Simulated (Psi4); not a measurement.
# B2PLYP/def2-TZVPPD (density fitting for correlation) run of GaH3 (SMILES [GaH3])

Aim: the vertical electron affinity of GaH3 at B2PLYP/def2-TZVPPD (density fitting for correlation), from 2 runs. Input form: an ASE script.

The results are computed with Psi4 1.11.

### Step 1. The molecule

The species is GaH3 (4 atoms), meant as a singlet with charge 0. SMILES: `[GaH3]`. The coordinates come from a PBE0-D4/def2-TZVP relaxation.

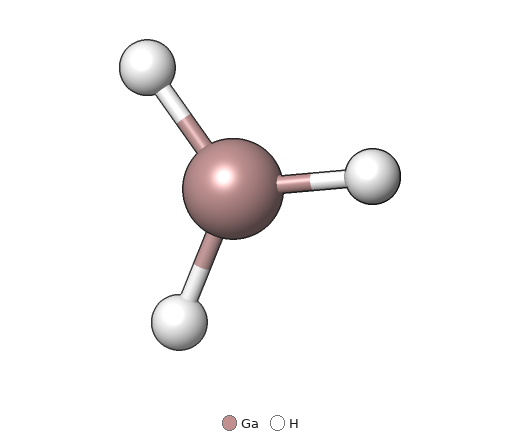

The structure, seen from a chosen angle (gallium pink, hydrogen white).

### Step 2. A single-point energy at B2PLYP/def2-TZVPPD (density fitting for correlation)

File gah3.xyz:

```xyz
4
GaH3
Ga     0.013400    -0.014900    -0.004600
H      1.252400     0.343800     0.887700
H     -0.552100    -1.477800    -0.009700
H     -0.658400     1.088700    -0.893700
```

File run_ase.py:

```python
import numpy as np
from ase.calculators.psi4 import Psi4
from ase.io import read

atoms = read('gah3.xyz')
calc = Psi4(atoms=atoms, method='b2plyp', basis='def2-TZVPPD', memory='2200MB', num_threads=1, charge=0, multiplicity=1, label='gah3')
calc.psi4.set_options({'puream': True, 'e_convergence': 1e-09, 'd_convergence': 1e-08, 'scf_type': 'pk', 'dft_radial_points': 99, 'dft_spherical_points': 590, 'num_frozen_docc': 9})
atoms.calc = calc

print(f'energy: {atoms.get_potential_energy():.6f} eV')
```

Command:

```
$ python run_ase.py
```

gah3.dat, shortened:

```text
[...]
  Running in c1 symmetry.
[...]
  Nuclear repulsion =   31.962558411197463
[...]
  Multiplicity = 1
[...]
  Nalpha       = 17
  Nbeta        = 17
[...]
    Number of basis functions: 105
[...]
   @RKS iter   1: -1924.26011868676505   -1.82254e+00   3.06210e-02 ADIIS/DIIS
[...]
   @RKS iter  10: -1926.16870299888205   -4.09273e-12   2.26013e-09 DIIS
[...]
    Orbital Energies [Eh]
    ---------------------
    Doubly Occupied:
       1A   -375.176178     2A    -46.852785     3A    -41.429862
       4A    -41.425520     5A    -41.425520     6A     -5.869229
       7A     -4.079304     8A     -4.068648     9A     -4.068648
      10A     -0.989399    11A     -0.984009    12A     -0.984009
      13A     -0.977476    14A     -0.977475    15A     -0.518075
      16A     -0.357671    17A     -0.357660
[...]
  @RKS Final Energy: -1926.16870299888205
   => Energetics <=
    Nuclear Repulsion Energy =             31.9625584111974632
    One-Electron Energy =               -2749.6111216778922426
    Two-Electron Energy =                 827.7164447873426525
    DFT Exchange-Correlation Energy =     -36.2365845195296998
    Empirical Dispersion Energy =           0.0000000000000000
    VV10 Nonlocal Energy =                  0.0000000000000000
    Total Energy =                      -1926.1687029988820541
[...]
 Multipole Moments:
 ------------------------------------------------------------------------------------
     Multipole            Electronic (a.u.)      Nuclear  (a.u.)        Total (a.u.)
 ------------------------------------------------------------------------------------
 L = 1.  Multiply by 2.5417464519 to convert [e a0] to [Debye]
 Dipole X            :         -0.0025427            0.0016826           -0.0008601
 Dipole Y            :          0.0008952           -0.0005938            0.0003013
 Dipole Z            :          0.0028006           -0.0018805            0.0009201
 Magnitude           :                                                    0.0012951
[...]
```

On the terminal:

```text
energy: -52415.949566 eV
```

Run time: 7.2 s. Hardware: 1 thread of Intel Xeon 6975P-C (Granite Rapids), shared host; peak memory 1.1 GiB.

### Step 3. The doublet anion

File run.py:

```python
import numpy as np
from ase.calculators.psi4 import Psi4
from ase import Atoms

a = Atoms(['Ga', 'H', 'H', 'H'], positions=[
    [0.013400, -0.014900, -0.004600],
    [1.252400, 0.343800, 0.887700],
    [-0.552100, -1.477800, -0.009700],
    [-0.658400, 1.088700, -0.893700],
])
calc = Psi4(atoms=a, method='b2plyp', basis='def2-TZVPPD', memory='2200MB', num_threads=1, charge=-1, multiplicity=2, label='calc', reference='uks')
calc.psi4.set_options({'puream': True, 'e_convergence': 1e-09, 'd_convergence': 1e-08, 'scf_type': 'pk', 'dft_radial_points': 99, 'dft_spherical_points': 590, 'num_frozen_docc': 9, 'maxiter': 100})
a.calc = calc

print(f'energy: {a.get_potential_energy():.6f} eV')
```

Command:

```
$ python run.py
```

calc.dat, shortened:

```text
[...]
  Running in c1 symmetry.
[...]
  Nuclear repulsion =   31.962558411197463
[...]
  Multiplicity = 2
[...]
  Nalpha       = 18
  Nbeta        = 17
[...]
    Number of basis functions: 105
[...]
   @UKS iter   1: -1923.83767581499023   -1.40009e+00   3.20708e-02 DIIS/ADIIS
[...]
   @UKS iter  12: -1926.15988782752083   -3.63798e-12   4.85163e-09 DIIS
[...]
   @S^2 Observed:                7.557470060E-01
[...]
    Orbital Energies [Eh]
    ---------------------
    Alpha Occupied:
       1A   -374.922415     2A    -46.599364     3A    -41.175870
       4A    -41.172827     5A    -41.172827     6A     -5.615839
       7A     -3.822843     8A     -3.817533     9A     -3.817533
      10A     -0.731764    11A     -0.728794    12A     -0.728794
      13A     -0.728601    14A     -0.728601    15A     -0.298923
      16A     -0.137612    17A     -0.137603    18A      0.048907
    Alpha Virtual:
      19A      0.169413    20A      0.219610    21A      0.225602
      22A      0.225604    23A      0.235458    24A      0.235458
      25A      0.274574    26A      0.274576    27A      0.321436
[...]
  @UKS Final Energy: -1926.15988782752083
   => Energetics <=
    Nuclear Repulsion Energy =             31.9625584111974632
    One-Electron Energy =               -2758.0214703176325202
    Two-Electron Energy =                 836.2178993208768816
    DFT Exchange-Correlation Energy =     -36.3188752419625231
    Empirical Dispersion Energy =           0.0000000000000000
    VV10 Nonlocal Energy =                  0.0000000000000000
    Total Energy =                      -1926.1598878275210609
[...]
 Multipole Moments:
 ------------------------------------------------------------------------------------
     Multipole            Electronic (a.u.)      Nuclear  (a.u.)        Total (a.u.)
 ------------------------------------------------------------------------------------
 L = 1.  Multiply by 2.5417464519 to convert [e a0] to [Debye]
 Dipole X            :         -0.0004614            0.0016826            0.0012211
 Dipole Y            :          0.0001011           -0.0005938           -0.0004927
 Dipole Z            :          0.0002142           -0.0018805           -0.0016663
 Magnitude           :                                                    0.0021238
[...]
```

Standard output:

```text
energy: -52415.883089 eV
```

Wall time 12 s (1 thread of Intel Xeon 6975P-C (Granite Rapids), shared host); peak memory 1.1 GiB.

### Step 4. Results

Level: B2PLYP/def2-TZVPPD (density fitting for correlation), 9 core orbitals frozen.

| quantity | value |
| --- | --- |
| singlet GaH3: total energy | -1926.25063 Eh |
| singlet GaH3: HOMO energy (SCF part's orbitals) | -9.73 eV |
| singlet GaH3: LUMO energy (SCF part's orbitals) | -0.82 eV |
| singlet GaH3: HOMO–LUMO gap (SCF part's orbitals) | 8.91 eV |
| doublet anion: total energy | -1926.24819 Eh |
| doublet anion: HOMO energy (SCF part's orbitals) (highest over α and β) | 1.33 eV |
| doublet anion: LUMO energy (SCF part's orbitals) (lowest over α and β) | 4.61 eV |
| doublet anion: ⟨S²⟩ | 0.756 |
| vertical electron affinity (to the doublet anion) | -0.066 eV |

The anion lies 0.07 eV (6.4 kJ/mol) above the neutral: the electron isn't bound at this level, and such a value depends on the basis. The HOMO (doublet anion) lies at positive energy, 1.33 eV; only total energies tell whether the electron is bound.
